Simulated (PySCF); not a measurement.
SnN (charge −1)

```xyz
2

Sn    0.0000    0.0000   -0.1956
N     0.0000    0.0000    1.6744
```

Core potentials replace the inner electrons of Sn.

Theory: PBE0/def2-TZVPPD, non-relativistic Hamiltonian with scalar-relativistic core potentials where named, at a bond length of 1.870 Å (PySCF 2.14.0).

Q: Predict the electron density and electron localisation function between the atoms.

A: Sn–N (1.87 Å): the density is about 1.1 e/Å³ at the midpoint; the ELF peaks at about 0.85 in the valence shell of N, 0.6 Å from its nucleus, and drops to about 0.20 between the two atoms.

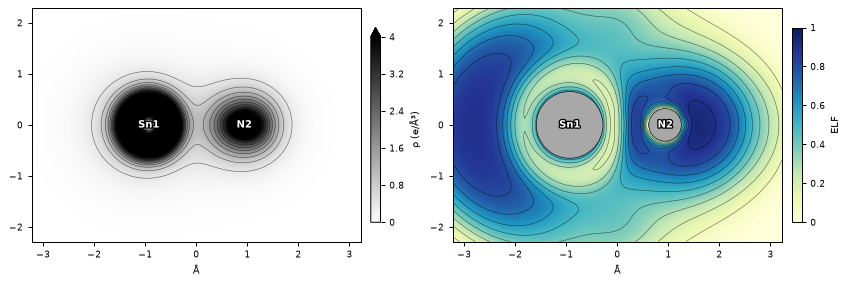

Computed electron density and electron localisation function on a plane that holds the molecular axis, in this order. Grey discs cover the atomic cores in the ELF map. 
